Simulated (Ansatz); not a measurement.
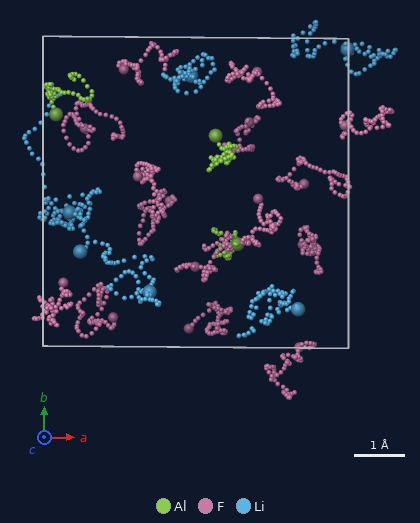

Molecular dynamics of an amorphous cell of composition Li$_{2}$AlF$_{5}$ (24 atoms in the cell), 375 fs long. Dots mark each atom's position at evenly spaced times, in the colour of its element; spheres stand at the starting positions. Seen along the c axis in the simulation cell.

All numbers below come from DFT PBE, scalar-relativistic, plane waves, PAW in Ansatz. Set-up: plane-wave cutoff 420 eV; k-point mesh 1 × 1 × 1; Fermi-Dirac smearing 0.164 eV; volume 0.96 times that of the relaxed crystal; set temperature 1900 K; time step 1.5 fs.

Input
```yaml
crystal:
  lattice:
    - [6.191131, -0.022929, -0.191304]
    - [-0.022929, 6.265862, -0.012838]
    - [-0.191304, -0.012838, 6.242239]
  atoms:
    - { symbol: Al, position: [0.6365976215, 0.333726345, 0.4016727667] }
    - { symbol: Al, position: [0.0430360043, 0.7483256127, 0.656211004] }
    - { symbol: Al, position: [0.565229969, 0.6832191207, 0.998592942] }
    - { symbol: F, position: [0.7012282881, 0.8903803678, 0.838568276] }
    - { symbol: F, position: [0.6753465423, 0.7271982666, 0.2283923581] }
    - { symbol: F, position: [0.8546954053, 0.5299878146, 0.5588260949] }
    - { symbol: F, position: [0.3107014968, 0.5499956745, 0.8938133238] }
    - { symbol: F, position: [0.8388723934, 0.0020487679, 0.5209750639] }
    - { symbol: F, position: [0.8496913174, 0.3333254783, 0.2806187375] }
    - { symbol: F, position: [0.4774073543, 0.0601343112, 0.1076442266] }
    - { symbol: F, position: [0.137001391, 0.7036551107, 0.4355147017] }
    - { symbol: F, position: [0.066745713, 0.2050975948, 0.9460757272] }
    - { symbol: F, position: [0.7043615474, 0.4807327005, 0.8893138502] }
    - { symbol: F, position: [0.2645606845, 0.8953907534, 0.758456946] }
    - { symbol: F, position: [0.4145240197, 0.4715562647, 0.2783483742] }
    - { symbol: F, position: [0.9875759772, 0.7192390791, 0.9437517351] }
    - { symbol: F, position: [0.4982615884, 0.2597065154, 0.6294459768] }
    - { symbol: F, position: [0.2297498404, 0.0942220632, 0.3712641852] }
    - { symbol: Li, position: [0.0872834128, 0.4321379968, 0.1446824853] }
    - { symbol: Li, position: [0.4849916599, 0.8763338414, 0.3980467067] }
    - { symbol: Li, position: [0.122003134, 0.305855015, 0.5486195329] }
    - { symbol: Li, position: [0.8349463142, 0.1249168722, 0.8435661157] }
    - { symbol: Li, position: [0.9969139906, 0.9662855123, 0.1886120142] }
    - { symbol: Li, position: [0.3492342054, 0.1771204169, 0.8553448276] }
  symmetry: { detect: false }
basis:
  ecutwfc: 420
  xc_grid: 1
kpoints:
  mp_grid: { grid: [1, 1, 1], shift: [0.0, 0.0, 0.0] }
hamiltonian:
  xc: pbe
scf:
  occupations: { method: fermi_dirac, width: 0.1637 }
  lower_state_search: "off"
  convergence: { dr2_threshold: 1.0e-05 }
output:
  forces: true
  stress: true
md:
  timestep: 1.5
  n_steps: 250
  ensemble: nvt_langevin
  friction: 0.03
  temperature: 1900.0
  initial_velocities: maxwell_boltzmann
  seed: 6072
```

Launched with:
```bash
ansatz run input.yaml --threads 2 --pin off --max-ram 5120MiB --backend cpu --events-out ev --progress --plain --runs-dir out
```

What do the traces tell about the motion?

Answer. Root-mean-square distances from the starting positions over the second half, with the common drift of all atoms taken out: Li 1.29 Å, F 0.84 Å, Al 0.75 Å. That is a large part of the typical shortest distance between atoms in the first frame, about 1.8 Å and still growing: the atoms leave their places as in a liquid.

Limits of the set-up: the periodic images lie only 6.2 Å apart, so the values are limited by the cell's size.

Cost: 3.2 min on 2 threads of Arm Neoverse V1, with other jobs on the host, peak memory 0.36 GiB.
